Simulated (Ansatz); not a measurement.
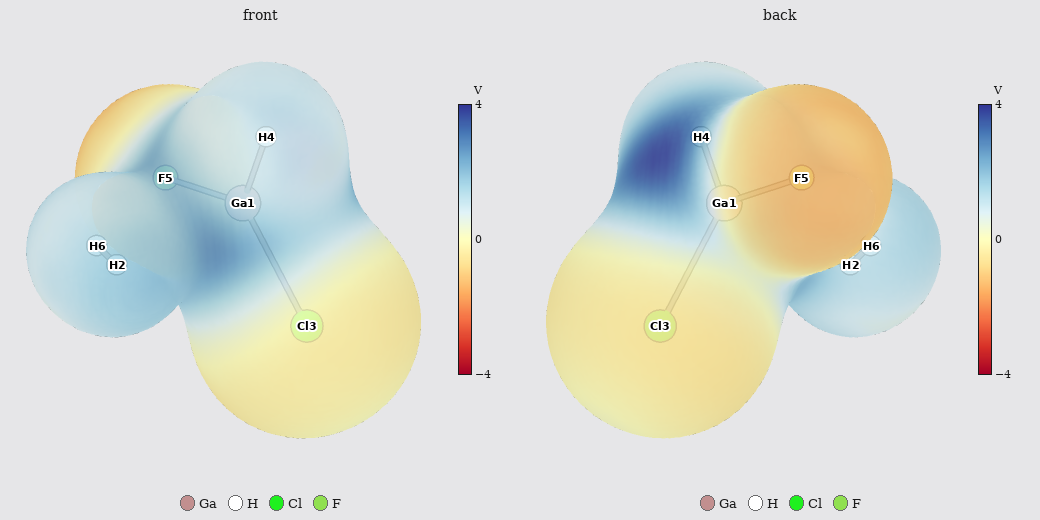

The picture shows: ClFGaH···H$_{2}$. The electrostatic potential painted on the density surface at 0.004 e/bohr³, seen from the front and from behind; red is negative and blue positive.

Computed with RKS PBE-D4/def2-SVP (Ansatz).

| atom | x (Å) | y (Å) | z (Å) |
| --- | --- | --- | --- |
| Ga | 0.0789 | -0.5730 | -0.3917 |
| H | 0.1338 | 0.1656 | 2.0801 |
| Cl | 1.9600 | 0.3243 | -0.9246 |
| H | -1.3141 | 0.0921 | -0.5883 |
| F | 0.2214 | -2.2446 | 0.1702 |
| H | 0.1463 | -0.6067 | 2.0717 |

**Which sites attract a positive test charge, and which a negative one?**

A positive charge is drawn to the negative regions and a negative charge to the positive ones. The most negative region (about −1.4 V) lies over F5, the most positive (about +3.7 V) over Ga1.
